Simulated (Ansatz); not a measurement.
**BClH2O: molecular dynamics**

The plan is to follow the molecule's vibrations and see whether its bonds hold. The start is relaxed first. Runs: 150 steps of 0.5 fs under a Langevin thermostat at 500 K; 40 steps of 2.5 fs under a Langevin thermostat at 50 K. SMILES of the start: OBCl.

Method: RKS r2SCAN-D4/STO-3G, in Ansatz 0.2.0.

**1. Starting point**

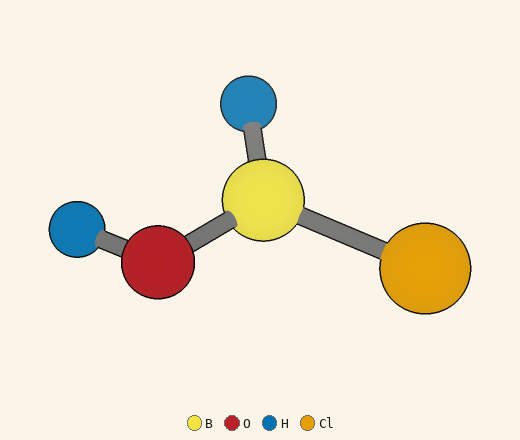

The starting structure, seen from a chosen angle (boron yellow, oxygen red, hydrogen blue, chlorine amber).

As a file:

```xyz
5

B     0.0000    0.0000    0.0000
O     0.0000    0.0000    1.4100
H    -0.9095   -0.2814    1.7471
Cl    1.6108    0.0000   -0.9300
H    -1.0305    0.0000   -0.5950
```

**2. Preparing the start**

input.yaml reads:

```yaml
crystal:
  periodic: [false, false, false]
  atoms:
    - { symbol: B, position_ang: [0.0, 0.0, 0.0] }
    - { symbol: O, position_ang: [0.0, 0.0, 1.41] }
    - { symbol: H, position_ang: [-0.9095, -0.2814, 1.7471] }
    - { symbol: Cl, position_ang: [1.6108, 0.0, -0.93] }
    - { symbol: H, position_ang: [-1.0305, 0.0, -0.595] }
basis:
  gaussian: { orbitals: STO-3G }
hamiltonian:
  xc: r2scan
  dispersion: d4
relax:
  f_tol: 0.02
  max_steps: 40
```

Command:

```sh
$ ansatz run input.yaml --threads 1 --pin off --max-ram 2048MiB --backend cpu --events-out ev --progress --plain --runs-dir out
```

The program printed (excerpt; [...] marks lines left out):

```text
Warning: RAYON_NUM_THREADS=1 ignored (pool sized by the plan → 1); use --threads N
[...]
Functional definition: r2SCAN
[...]
286 factors; integrals over basis functions are off by at most 1.7e-5 eV
[...]
mean field -15105.97106202 eV, -555.1341973342 hartree, gradient 5.3e-6 eV, S^2 0.000000; 0 other end points of the search recorded, 0 dependent functions left out
[...]
reference -15105.97106605 eV, -555.1341974825 hartree; 16, 16 occupied and 5, 5 virtual orbitals, 286 factors
relax step   1: F+E_penalty+E_count = -15105.98568502 eV  Δ(F+E_penalty+E_count) = +0.000e0 eV  max|allowed force component| = 2.559e0 eV/Å  Δτ_max = 0.0000 Å  (20 SCF iters, accepted)
[...]
relax step   5: F+E_penalty+E_count = -15106.24475582 eV  Δ(F+E_penalty+E_count) = -2.405e-3 eV  max|allowed force component| = 8.986e-2 eV/Å  Δτ_max = 0.0091 Å  (23 SCF iters, accepted)
[...]
relax step   6: F+E_penalty+E_count = -15106.24487390 eV  Δ(F+E_penalty+E_count) = -1.181e-4 eV  max|allowed force component| = 1.668e-2 eV/Å  Δτ_max = 0.0022 Å  (18 SCF iters, accepted)
286 factors; integrals over basis functions are off by at most 1.6e-5 eV
mean field -15106.23015342 eV, -555.1437187675 hartree, gradient 1.4e-5 eV, S^2 0.000000; 1 other end points of the search recorded, 0 dependent functions left out
[...]
reference -15106.23015746 eV, -555.1437189161 hartree; 16, 16 occupied and 5, 5 virtual orbitals, 286 factors
Total energy: -15106.24487794 eV, -555.1442598838 hartree
Atom 0 at    -0.018814    -0.036027     0.011646 Å, force     0.010424    -0.000570     0.014236 eV/Å
Atom 1 at     0.051433    -0.116628     1.359339 Å, force    -0.002958     0.000313    -0.006625 eV/Å
Atom 2 at    -0.893540    -0.160540     1.729849 Å, force     0.002575     0.000135    -0.001216 eV/Å
Atom 3 at     1.545629     0.052216    -0.856585 Å, force     0.006635     0.000179    -0.000737 eV/Å
Atom 4 at    -1.013909    -0.020422    -0.612149 Å, force    -0.016676    -0.000057    -0.005658 eV/Å
Dipole moment:    -0.589747    -0.037747     0.400777 e Å
```

Run time: 7.2 s. Hardware: 1 thread of Arm Neoverse V2, shared host; peak memory 0.12 GiB.

The steps of the relaxation:

```
step  energy from step 1 (eV)  largest force component (eV/Å)
   1                   0.0000                          2.5592
   2                  -0.1263                          2.6665
   3                  -0.2061                          1.0736
   4                  -0.2567                          0.3182
   5                  -0.2591                          0.0899
   6                  -0.2592                          0.0167
```

Step 1 is the start.

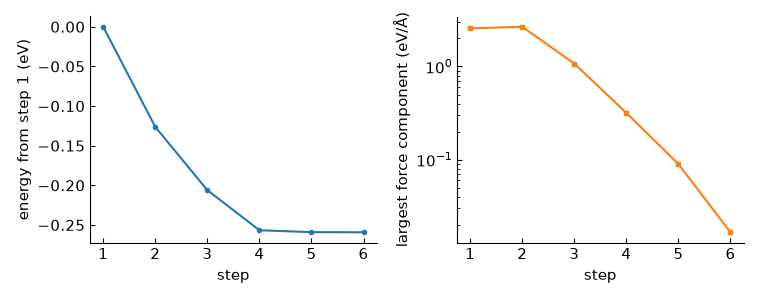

Energy and largest force along the relaxation.

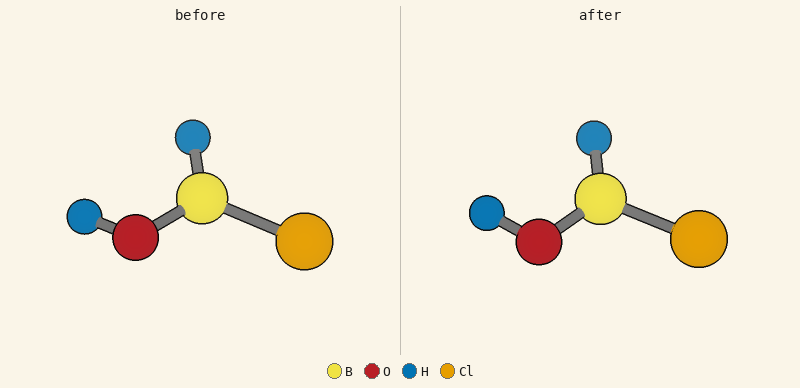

The structure before (left) and after (right), drawn at the same scale.

After: Bond lengths: B1–O2 1.352 Å, O2–H3 1.016 Å, B1–Cl4 1.791 Å, B1–H5 1.175 Å. Angles: B1–O2–H3 108.5°, O2–B1–Cl4 116.1°, O2–B1–H5 125.0°, Cl4–B1–H5 118.8°.

**3. Run 1**

150 steps of 0.5 fs under a Langevin thermostat at 500 K, from the relaxed start. H is given a mass of 2.014 u.

input.yaml reads:

```yaml
crystal:
  periodic: [false, false, false]
  atoms:
    - { symbol: B, position_ang: [-0.018814, -0.036027, 0.011646] }
    - { symbol: O, position_ang: [0.051433, -0.116628, 1.359339] }
    - { symbol: H, position_ang: [-0.89354, -0.16054, 1.729849] }
    - { symbol: Cl, position_ang: [1.545629, 0.052216, -0.856585] }
    - { symbol: H, position_ang: [-1.013909, -0.020422, -0.612149] }
basis:
  gaussian: { orbitals: STO-3G }
hamiltonian:
  xc: r2scan
  dispersion: d4
md:
  timestep: 0.5
  n_steps: 150
  ensemble: nvt_langevin
  temperature: 500.0
  initial_velocities: maxwell_boltzmann
  seed: 440284
  friction: 0.01
  masses: [{ species: H, mass: 2.014 }]
```

Command:

```sh
$ ansatz run input.yaml --threads 1 --pin off --max-ram 2048MiB --backend cpu --events-out ev --progress --plain --runs-dir out
```

The program printed (excerpt; [...] marks lines left out):

```text
Warning: RAYON_NUM_THREADS=1 ignored (pool sized by the plan → 1); use --threads N
[...]
[... 1 set-up line as earlier in the session ...]
[...]
287 factors; integrals over basis functions are off by at most 2.0e-5 eV
[...]
mean field -15106.23014167 eV, -555.1437183358 hartree, gradient 5.4e-5 eV, S^2 0.000000; 0 other end points of the search recorded, 0 dependent functions left out
[...]
reference -15106.23014571 eV, -555.1437184843 hartree; 16, 16 occupied and 5, 5 virtual orbitals, 287 factors
md step     0: t =     0.00 fs  T =   400.0 K  F+E_penalty+E_count = -15106.24486215 eV  E_kin = 0.258520 eV  (19 SCF iters)
[...]
md step    19: t =     9.50 fs  T =   312.8 K  F+E_penalty+E_count = -15106.17983841 eV  E_kin = 0.202192 eV  (20 SCF iters)
[...]
md step    38: t =    19.00 fs  T =   332.7 K  F+E_penalty+E_count = -15106.13133515 eV  E_kin = 0.215003 eV  (19 SCF iters)
[...]
md step    57: t =    28.50 fs  T =   272.5 K  F+E_penalty+E_count = -15106.20887997 eV  E_kin = 0.176091 eV  (25 SCF iters)
[...]
md step    74: t =    37.00 fs  T =   213.7 K  F+E_penalty+E_count = -15106.12721900 eV  E_kin = 0.138144 eV  (18 SCF iters)
md step    75: t =    37.50 fs  T =   210.5 K  F+E_penalty+E_count = -15106.12406197 eV  E_kin = 0.136062 eV  (18 SCF iters)
```

**4. The log goes on: dynamics from the start**

Output, continued (excerpt; [...] marks lines left out):

```text
md step    76: t =    38.00 fs  T =   205.3 K  F+E_penalty+E_count = -15106.12230263 eV  E_kin = 0.132675 eV  (18 SCF iters)
[...]
md step    94: t =    47.00 fs  T =   320.7 K  F+E_penalty+E_count = -15106.15547022 eV  E_kin = 0.207258 eV  (19 SCF iters)
[...]
md step   112: t =    56.00 fs  T =   275.7 K  F+E_penalty+E_count = -15106.17559330 eV  E_kin = 0.178180 eV  (19 SCF iters)
[...]
md step   130: t =    65.00 fs  T =   346.8 K  F+E_penalty+E_count = -15106.19750852 eV  E_kin = 0.224119 eV  (19 SCF iters)
[...]
md step   148: t =    74.00 fs  T =   548.3 K  F+E_penalty+E_count = -15106.22989167 eV  E_kin = 0.354359 eV  (25 SCF iters)
[...]
md step   149: t =    74.50 fs  T =   557.8 K  F+E_penalty+E_count = -15106.22984799 eV  E_kin = 0.360527 eV  (25 SCF iters)
[...]
md step   150: t =    75.00 fs  T =   579.1 K  F+E_penalty+E_count = -15106.22883042 eV  E_kin = 0.374244 eV  (20 SCF iters)
Total energy: -15106.22883447 eV, -555.1436702972 hartree
Atom 0 at     0.031650     0.096246     0.146356 Å, force     0.349761    -0.096444    -0.023600 eV/Å
Atom 1 at     0.439975    -0.310532     1.377465 Å, force    -0.294588     0.311248    -0.132913 eV/Å
Atom 2 at    -0.338122    -0.187340     2.028903 Å, force     0.164832    -0.168155    -0.207422 eV/Å
Atom 3 at     1.314768     0.099097    -1.134531 Å, force    -0.432584    -0.040752     0.344390 eV/Å
Atom 4 at    -1.066380     0.433055    -0.130523 Å, force     0.212579    -0.005897     0.019545 eV/Å
Dipole moment:    -0.463390    -0.000209     0.560024 e Å
```

Wall time 2.2 min (1 thread of Arm Neoverse V2, shared host); peak memory 0.086 GiB.

**5. What the atoms did**

The trajectory, every 11 steps (energies from step 0):

```
time (fs)  T (K)  potential energy change (meV/atom)
      0.0    400                                 0.0
      5.5    300                                 7.9
     11.0    344                                15.8
     16.5    318                                23.7
     22.0    361                                17.1
     27.5    308                                 7.7
     33.0    245                                11.9
     38.5    230                                24.4
     44.0    330                                18.7
     49.5    192                                19.9
     55.0    262                                14.8
     60.5    287                                12.2
     66.0    353                                 9.7
     71.5    450                                 5.4
     75.0    579                                 3.2
```

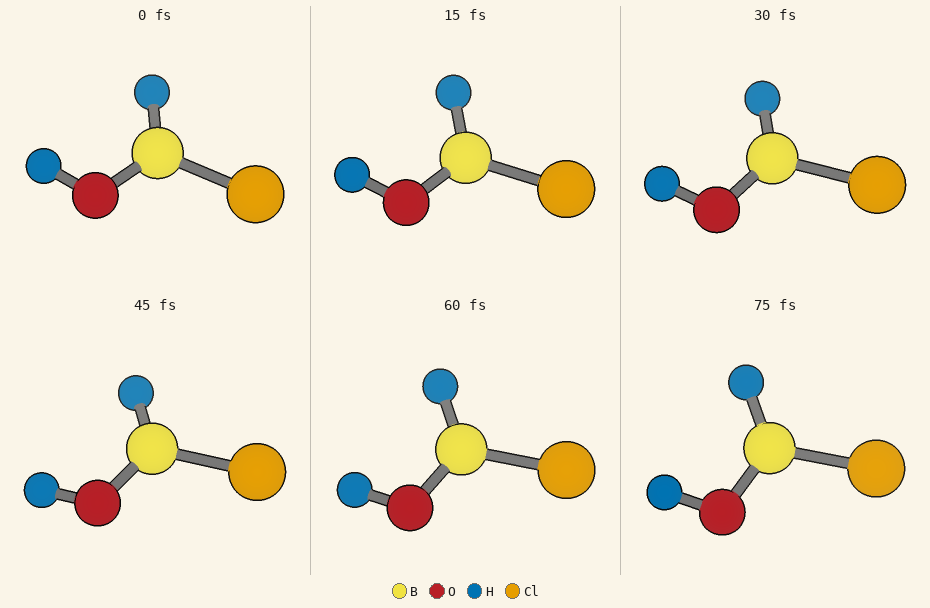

Six frames of the run, seen from a chosen angle. Sticks join atoms within a bonding distance in each frame.

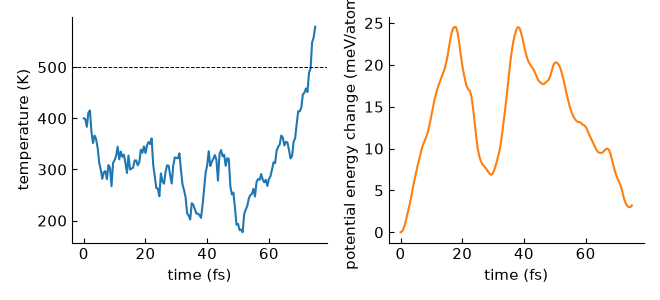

Traces against time; each panel has its own scale. The dashed line is the set temperature.

**6. Frames from the trajectory**

Positions (Å) and forces (eV/Å):

```xyz
5
time_fs=9.5 T=313 dE=0.0650
B    -0.027   -0.109    0.045    0.950    1.034   -0.205
O     0.127   -0.151    1.387    0.116   -0.249   -0.212
H    -0.786   -0.142    1.820   -0.273   -0.079    0.141
Cl    1.525    0.085   -0.891   -0.555   -0.340    0.292
H    -1.027    0.044   -0.542   -0.237   -0.366   -0.016
5
time_fs=19.0 T=333 dE=0.1135
B     0.045   -0.138    0.067   -0.947    1.179    0.720
O     0.190   -0.204    1.409   -0.029   -0.373    0.529
H    -0.734   -0.204    1.864    0.590   -0.078   -0.508
Cl    1.496    0.111   -0.916    0.450   -0.285   -0.259
H    -1.017    0.054   -0.390   -0.065   -0.442   -0.482
5
time_fs=28.0 T=289 dE=0.0373
B     0.032   -0.091    0.129    0.623    0.316   -1.307
O     0.244   -0.247    1.438   -0.569   -0.032    0.968
H    -0.685   -0.280    1.877    0.631   -0.107   -0.040
Cl    1.471    0.125   -0.949   -0.198   -0.141    0.401
H    -0.998   -0.045   -0.405   -0.488   -0.036   -0.022
5
time_fs=37.5 T=211 dE=0.1208
B     0.006   -0.033    0.118    0.163   -1.141    0.418
O     0.279   -0.264    1.457   -0.412    0.487   -1.397
H    -0.594   -0.428    1.970    0.202    0.131   -0.418
Cl    1.446    0.134   -0.989   -0.469    0.151    0.661
H    -1.047   -0.146   -0.453    0.516    0.372    0.736
5
time_fs=47.0 T=321 dE=0.0894
B     0.051   -0.025    0.123   -0.575   -0.690   -0.753
O     0.307   -0.277    1.408    1.154   -0.051    0.579
H    -0.518   -0.580    1.895   -0.466    0.207    0.087
Cl    1.415    0.137   -1.033    0.023    0.282    0.280
H    -1.032   -0.087   -0.316   -0.136    0.252   -0.193
5
time_fs=56.0 T=276 dE=0.0693
B     0.053   -0.030    0.113   -0.330    0.106   -0.053
O     0.361   -0.288    1.401   -0.104   -0.665    0.305
H    -0.508   -0.585    1.857    0.415    0.507    0.000
Cl    1.390    0.131   -1.063    0.012    0.141    0.081
H    -1.062    0.098   -0.232    0.007   -0.090   -0.333
5
time_fs=65.5 T=354 dE=0.0477
B     0.035    0.013    0.130    0.760    0.411   -0.502
O     0.410   -0.289    1.398   -0.999   -0.339   -0.025
H    -0.480   -0.403    1.904    0.654    0.189    0.088
Cl    1.354    0.118   -1.101   -0.186   -0.046    0.306
H    -1.040    0.297   -0.240   -0.229   -0.215    0.132
5
time_fs=75.0 T=579 dE=0.0160
B     0.032    0.096    0.146    0.350   -0.096   -0.024
O     0.440   -0.310    1.377   -0.295    0.311   -0.133
H    -0.338   -0.187    2.029    0.165   -0.168   -0.207
Cl    1.315    0.099   -1.135   -0.433   -0.041    0.344
H    -1.066    0.433   -0.131    0.213   -0.006    0.019
```

On run 1: Against a set 500 K the second half averages 318 K with a spread of 87 K. In 75 fs the run doesn't reach equilibrium. No bond forms or breaks.

**7. Run 2**

40 steps of 2.5 fs under a Langevin thermostat at 50 K, starting from the last frame of an earlier run, with new velocities.

input.yaml reads:

```yaml
crystal:
  periodic: [false, false, false]
  atoms:
    - { symbol: B, position_ang: [0.03165, 0.096246, 0.146356] }
    - { symbol: O, position_ang: [0.439975, -0.310532, 1.377465] }
    - { symbol: H, position_ang: [-0.338122, -0.18734, 2.028903] }
    - { symbol: Cl, position_ang: [1.314768, 0.099097, -1.134531] }
    - { symbol: H, position_ang: [-1.06638, 0.433055, -0.130523] }
basis:
  gaussian: { orbitals: STO-3G }
hamiltonian:
  xc: r2scan
  dispersion: d4
md:
  timestep: 2.5
  n_steps: 40
  ensemble: nvt_langevin
  temperature: 50.0
  initial_velocities: maxwell_boltzmann
  seed: 78041
  friction: 0.005
```

Command:

```sh
$ ansatz run input.yaml --threads 1 --pin off --max-ram 2048MiB --backend cpu --events-out ev --progress --plain --runs-dir out
```

The program printed (excerpt; [...] marks lines left out):

```text
Warning: RAYON_NUM_THREADS=1 ignored (pool sized by the plan → 1); use --threads N
[...]
[... 1 set-up line as earlier in the session ...]
[...]
287 factors; integrals over basis functions are off by at most 1.2e-5 eV
[...]
mean field -15106.21411521 eV, -555.1431293742 hartree, gradient 5.0e-6 eV, S^2 0.000000; 0 other end points of the search recorded, 0 dependent functions left out
[...]
reference -15106.21411926 eV, -555.1431295229 hartree; 16, 16 occupied and 5, 5 virtual orbitals, 287 factors
md step     0: t =     0.00 fs  T =    40.0 K  F+E_penalty+E_count = -15106.22883150 eV  E_kin = 0.025852 eV  (20 SCF iters)
[...]
md step    10: t =    25.00 fs  T =    29.6 K  F+E_penalty+E_count = -15106.22397762 eV  E_kin = 0.019102 eV  (24 SCF iters, 3 dispersion substeps)
[...]
md step    20: t =    50.00 fs  T =    40.2 K  F+E_penalty+E_count = -15106.23089996 eV  E_kin = 0.025959 eV  (24 SCF iters, 3 dispersion substeps)
[...]
md step    30: t =    75.00 fs  T =    51.2 K  F+E_penalty+E_count = -15106.22581803 eV  E_kin = 0.033062 eV  (23 SCF iters, 3 dispersion substeps)
[...]
md step    39: t =    97.50 fs  T =    46.6 K  F+E_penalty+E_count = -15106.22065929 eV  E_kin = 0.030093 eV  (24 SCF iters, 3 dispersion substeps)
[...]
md step    40: t =   100.00 fs  T =    43.8 K  F+E_penalty+E_count = -15106.21879871 eV  E_kin = 0.028312 eV  (20 SCF iters, 3 dispersion substeps)
Total energy: -15106.21880276 eV, -555.1433016386 hartree
Atom 0 at     0.110560    -0.013796     0.071357 Å, force     0.123542     0.507120    -0.582841 eV/Å
Atom 1 at     0.421877    -0.213129     1.362911 Å, force    -0.296840    -0.085796     0.450343 eV/Å
Atom 2 at    -0.440534    -0.171885     1.901327 Å, force     0.085732    -0.104107     0.066336 eV/Å
Atom 3 at     1.500012     0.088043    -1.046571 Å, force     0.261487    -0.135024    -0.192688 eV/Å
Atom 4 at    -0.943212     0.200125    -0.399964 Å, force    -0.173920    -0.182192     0.258851 eV/Å
Dipole moment:    -0.519513    -0.041324     0.506942 e Å
```

Run time: 37 s. Hardware: 1 thread of Arm Neoverse V2, shared host; peak memory 0.081 GiB.

**8. The trajectory**

One step in 2; energies are changes from step 0:

```
time (fs)  T (K)  potential energy change (meV/atom)
      0.0     40                                 0.0
      5.0     37                                 0.6
     10.0     44                                -0.8
     15.0     45                                -0.6
     20.0     33                                 0.7
     25.0     30                                 1.0
     30.0     52                                -1.5
     35.0     42                                -2.3
     40.0     31                                 0.8
     45.0     27                                 1.5
     50.0     40                                -0.4
     55.0     52                                -1.4
     60.0     52                                -1.5
     65.0     47                                 0.7
     70.0     42                                 1.2
     75.0     51                                 0.6
     80.0     56                                 0.3
     85.0     66                                -0.3
     90.0     46                                 1.9
     95.0     57                                 0.6
    100.0     44                                 2.0
```

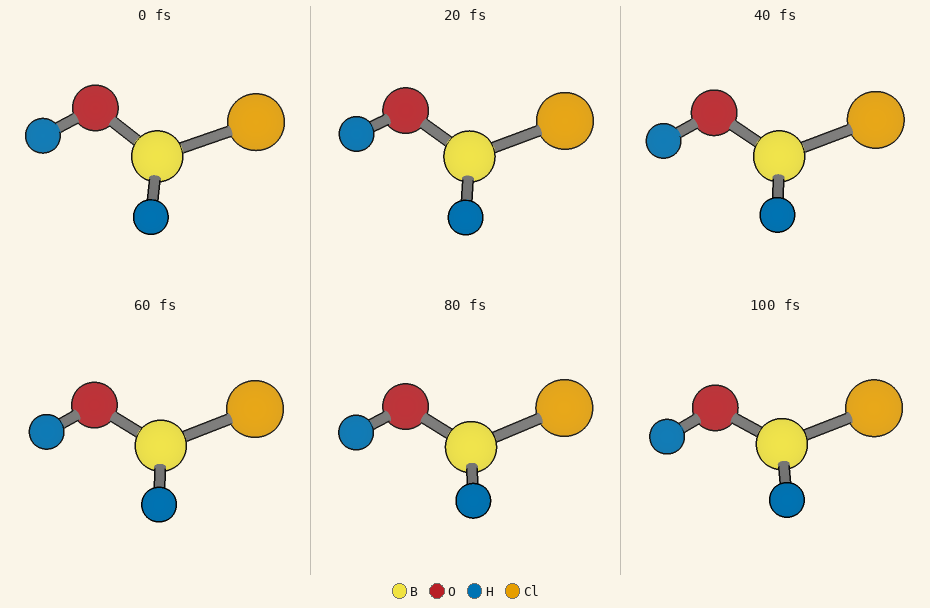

The system at six times, viewed from a chosen angle. Sticks join atoms within a bonding distance in each frame.

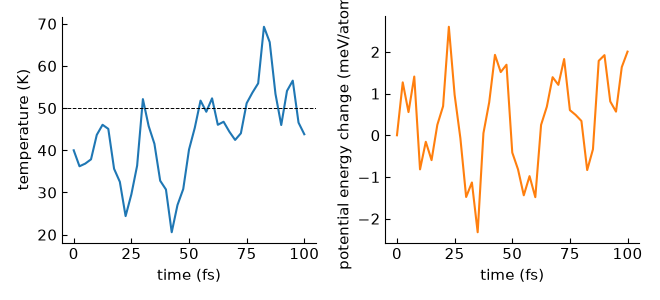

Traces against time; each panel has its own scale. The dashed line is the set temperature.

**9. Frames from the trajectory**

Extended XYZ, with forces in eV/Å:

```xyz
5
time_fs=12.5 T=46 dE=-0.0008
B     0.034    0.106    0.135    0.614   -0.223   -0.349
O     0.421   -0.290    1.358    0.415   -0.162    0.131
H    -0.372   -0.317    1.979   -0.325    0.103    0.212
Cl    1.328    0.093   -1.121   -0.185    0.096    0.144
H    -1.041    0.409   -0.171   -0.519    0.187   -0.138
5
time_fs=25.0 T=30 dE=0.0049
B     0.054    0.097    0.099   -0.262    0.042    0.650
O     0.404   -0.277    1.359    0.015   -0.090   -0.531
H    -0.451   -0.302    1.896   -0.195    0.097    0.361
Cl    1.341    0.093   -1.113    0.459    0.038   -0.436
H    -1.027    0.440   -0.208   -0.018   -0.088   -0.044
5
time_fs=37.5 T=33 dE=0.0003
B     0.047    0.086    0.109   -0.559    0.128   -0.516
O     0.379   -0.272    1.364   -0.040    0.108    0.474
H    -0.432   -0.173    1.980    0.264   -0.128   -0.377
Cl    1.369    0.095   -1.117   -0.168   -0.053    0.245
H    -1.054    0.374   -0.250    0.503   -0.056    0.174
5
time_fs=50.0 T=40 dE=-0.0021
B     0.044    0.073    0.099    0.368    0.035   -0.003
O     0.373   -0.263    1.375   -0.309    0.230   -0.232
H    -0.464   -0.158    1.954    0.253   -0.143   -0.213
Cl    1.396    0.093   -1.108   -0.374   -0.092    0.392
H    -1.033    0.372   -0.271    0.062   -0.031    0.055
5
time_fs=62.5 T=46 dE=0.0012
B     0.077    0.068    0.083   -0.010    0.019    0.425
O     0.375   -0.241    1.364    0.405   -0.219   -0.143
H    -0.486   -0.288    1.888   -0.253    0.123    0.203
Cl    1.416    0.088   -1.084    0.314    0.027   -0.210
H    -0.993    0.337   -0.273   -0.455    0.049   -0.275
5
time_fs=75.0 T=51 dE=0.0030
B     0.071    0.066    0.077    0.034   -0.323   -0.271
O     0.391   -0.229    1.356   -0.004    0.036   -0.095
H    -0.467   -0.296    1.885   -0.235    0.067    0.269
Cl    1.443    0.082   -1.066    0.233    0.141   -0.165
H    -1.003    0.227   -0.375   -0.028    0.078    0.261
5
time_fs=87.5 T=53 dE=0.0089
B     0.071    0.025    0.065   -0.017    0.068    0.321
O     0.405   -0.220    1.354   -0.323    0.086    0.320
H    -0.433   -0.173    1.944    0.353   -0.103   -0.411
Cl    1.480    0.086   -1.057   -0.366   -0.034   -0.015
H    -1.043    0.212   -0.288    0.353   -0.018   -0.215
5
time_fs=100.0 T=44 dE=0.0100
B     0.111   -0.014    0.071    0.123    0.507   -0.583
O     0.422   -0.213    1.363   -0.297   -0.086    0.450
H    -0.441   -0.172    1.901    0.086   -0.104    0.066
Cl    1.500    0.088   -1.047    0.262   -0.135   -0.193
H    -0.943    0.200   -0.400   -0.174   -0.182    0.259
```

Reading of run 2. Against a set 50 K the second half averages 50 K with a spread of 7 K. A step of 2.5 fs is long for atoms as light as 1 u, and this run prints no conserved energy by which to check it. The bonds all hold.

**10. Outcome**

| quantity | value |
| --- | --- |
| relaxation of the start | 5 moves, 0.259 eV lower |
| run 1: length | 150 steps of 0.5 fs |
| run 1: temperature, first and last step | 400 and 579 K |
| run 1: temperature, second half | mean 318 K, from 177 to 579 K |
| run 1: potential energy, second half | +14 meV/atom from this run's first step |
| run 1: bonds formed or broken | 0 |
| run 2: length | 40 steps of 2.5 fs |
| run 2: temperature, first and last step | 40 and 44 K |
| run 2: temperature, second half | mean 50 K, from 40 to 69 K |
| run 2: potential energy, second half | +0 meV/atom from this run's first step |
| run 2: bonds formed or broken | 0 |

**Reading.** Mean temperatures of the second halves: 318 K, 50 K. No bond formed or broke in any run. A run of 100 fs with 5 atoms shows the motion but fixes no equilibrium value. The nuclei move classically, without zero-point motion, which matters most for hydrogen. In so small a basis the energies are only a sketch.
